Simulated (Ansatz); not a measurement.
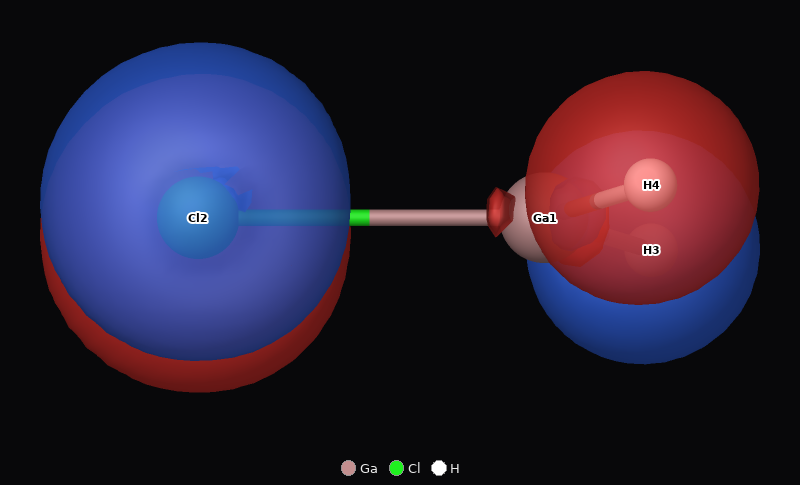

The picture shows: ClGaH$_{2}$. One frontier orbital at ±0.15 Å⁻³ᐟ² (blue and red are the two phases), seen from one side.

The calculation used RKS B3LYP-D4/def2-SVP in Ansatz 0.2.0.

### Which orbital is it: HOMO or LUMO?

The HOMO, at −8.02 eV. By Hirshfeld shares it lies mainly on Cl2 (about 65 %), Ga1 (about 15 %), H3 (about 10 %) and H4 (about 10 %); it is symmetric in the molecular plane (an in-plane orbital: σ, lone-pair or in-plane π type).
